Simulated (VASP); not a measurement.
Band structure of MoS₂ (relaxed from the layer:2H-MoS2 structure). These are r2SCAN meta-GGA, VASP's PBE PAW potentials (set 64) (plane waves; VASP) values and carry that method's errors.

The cell holds a wide vacuum, so values per volume refer to the whole cell.

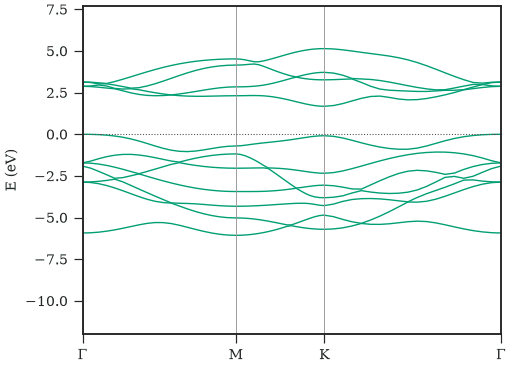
Bands along high-symmetry lines, zero at the valence-band maximum or, without a gap, the Fermi level

**Question.** Read the plot: is there a gap, and where are the band edges?

**Answer.** The gap is indirect, 1.68 eV, from the valence maximum at Γ to the conduction minimum at K.

The cell is a sheet with vacuum, built from a generated structure.
